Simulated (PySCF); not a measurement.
**C4H6FNSi (SMILES C/C(=C/F)[SiH2]C#N): density, localisation and related maps**

```json
{"atom": "C", "x (Å)": "-0.8020", "y (Å)": "-1.1590", "z (Å)": "-0.5768"}
{"atom": "C", "x (Å)": "-0.5308", "y (Å)": "0.0658", "z (Å)": "0.2405"}
{"atom": "C", "x (Å)": "-1.5326", "y (Å)": "0.7288", "z (Å)": "0.7940"}
{"atom": "F", "x (Å)": "-1.3268", "y (Å)": "1.8320", "z (Å)": "1.5427"}
{"atom": "Si", "x (Å)": "1.2578", "y (Å)": "0.6365", "z (Å)": "0.4939"}
{"atom": "C", "x (Å)": "2.1474", "y (Å)": "0.0791", "z (Å)": "-1.0552"}
{"atom": "N", "x (Å)": "2.6889", "y (Å)": "-0.2656", "z (Å)": "-2.0039"}
{"atom": "H", "x (Å)": "-1.8696", "y (Å)": "-1.3538", "z (Å)": "-0.6557"}
{"atom": "H", "x (Å)": "-0.3193", "y (Å)": "-2.0246", "z (Å)": "-0.1248"}
{"atom": "H", "x (Å)": "-0.3882", "y (Å)": "-1.0408", "z (Å)": "-1.5774"}
{"atom": "H", "x (Å)": "-2.5856", "y (Å)": "0.4890", "z (Å)": "0.7238"}
{"atom": "H", "x (Å)": "1.8783", "y (Å)": "-0.0765", "z (Å)": "1.6145"}
{"atom": "H", "x (Å)": "1.3781", "y (Å)": "2.0896", "z (Å)": "0.5668"}
```

Geometry: GFN2-xTB.

Method: PySCF, wB97X-D/def2-SVPD, SCF density, gas phase.

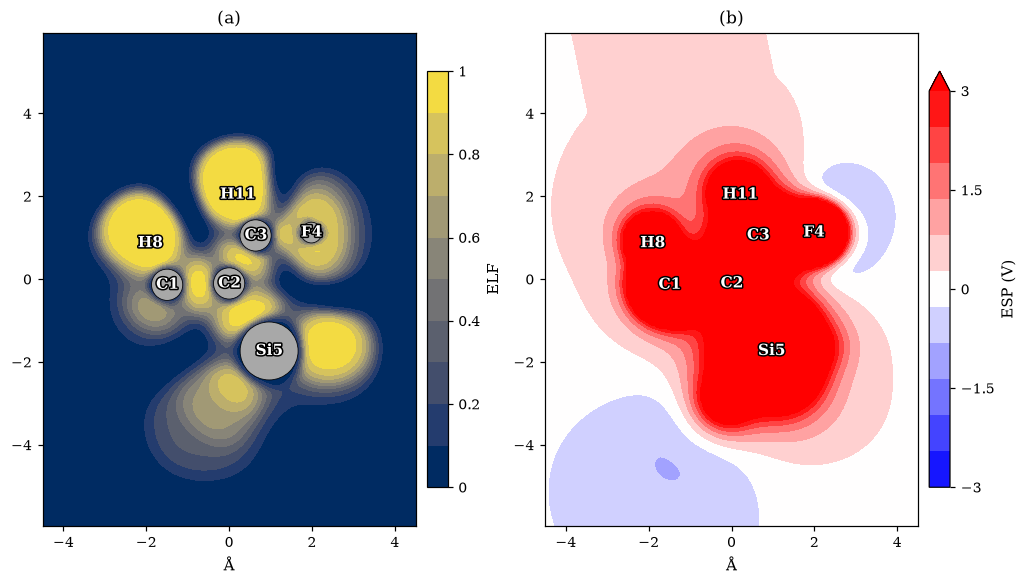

Figure 1. (a) ELF; (b) molecular electrostatic potential on the plane of atoms C1, C2 and Si5. Grey discs cover the atomic cores in the ELF map.

**Read the bonding off the picture.**

The section cuts through C, F, Si and H sites.
C–C (1.32 Å): the ELF peaks at about 0.90 between the atoms; a multiple bond.
C–F (1.35 Å): the ELF peaks at about 0.85 between the atoms; a polar covalent bond.
C–Si (1.89 Å): the ELF peaks at about 0.95 between the atoms; a shared electron pair.
C–H (1.08 Å): the ELF climbs to about 1 towards the hydrogen, as it does in any bond to H: an ordinary covalent bond to hydrogen.
C–C (1.50 Å): the ELF peaks at about 0.95 between the atoms, as expected for a shared electron pair.
The ELF also peaks beside F4, away from the bonds: lone-pair regions.
Outside the dense part of the molecule the potential is most negative (−0.8 V) near N7, which lies off the plane.

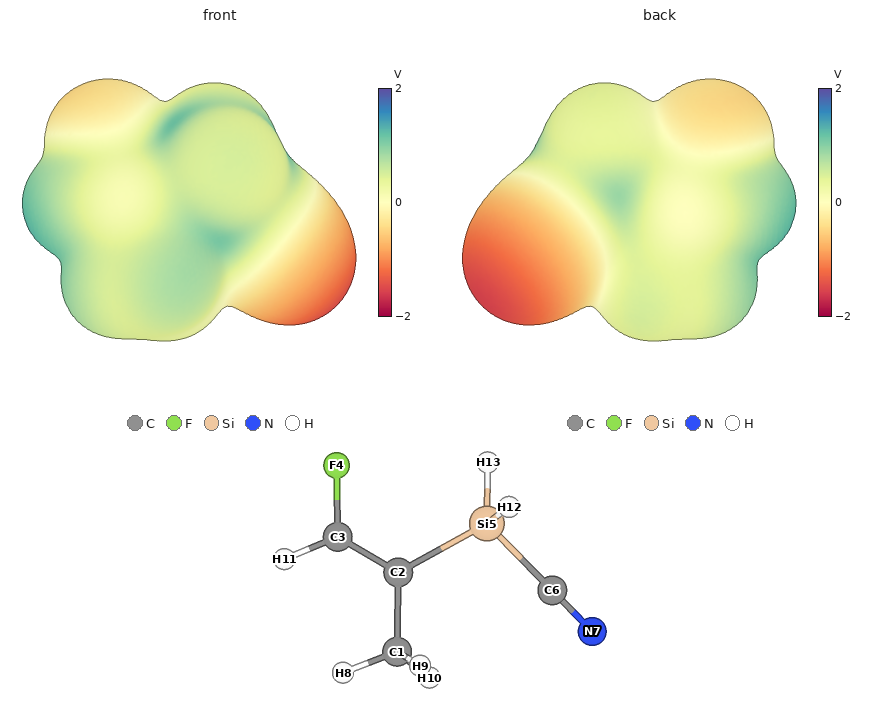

Figure 2. The molecular electrostatic potential painted on the density surface at 0.001 e/bohr³, seen from the front and from behind; red is negative and blue positive. The bare structure is drawn below in the same view.

**Which sites attract a positive test charge, and which a negative one?**

A positive charge is drawn to the negative regions and a negative charge to the positive ones. The most negative region (about −1.5 V) lies over N7, the most positive (about +1.2 V) over H11. N7 is the likeliest acceptor of a hydrogen bond.

**What dipole moment does the calculation give?**

Its dipole moment is 3.31 D.
